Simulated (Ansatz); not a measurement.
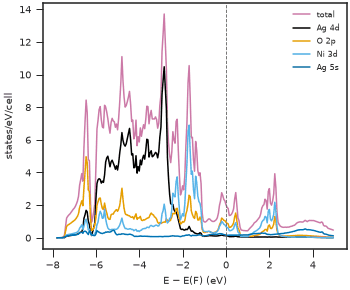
Figure. Total and projected density of states of NiAg2O2 in space group R-3m (No. 166; Ag on 6c, O on 6c, Ni on 3a), DFT-r²SCAN in the program Ansatz with PAW potentials

Q: Which orbitals carry the states next to the Fermi level?

A: Within 0.5 eV of the Fermi level: O 2p 46 %, Ni 3d 34 %, Ag 5s 10 %, Ag 4d 6 %. Projections are on Löwdin-orthogonalised atomic valence shells; empty p or d shells of many metals are not among them.

Q: Where is the tallest occupied peak in this window, and what makes it?

A: Near -2.8 eV, about 14 states/eV per cell; the largest projected share is Ag 4d.

The workflow started from an entry of the Crystallography Open Database (COD), which files this formula under 2 space groups. Whether it is the stable phase at ambient conditions was not checked. The r²SCAN relaxation kept the symmetry of its start; whether a distortion lowers the energy is not shown. The final state is ferromagnetic, the only order run, not a proven ground state. Other orbital occupations within this spin state were not tried. No Hubbard U is applied. The compound may be a true metal, but semilocal functionals without U, or a wrong spin order, can also close a gap. Scalar-relativistic: spin–orbit coupling is off unless named, which matters more the heavier the elements.

Potentials: the later of the program's two PAW sets.
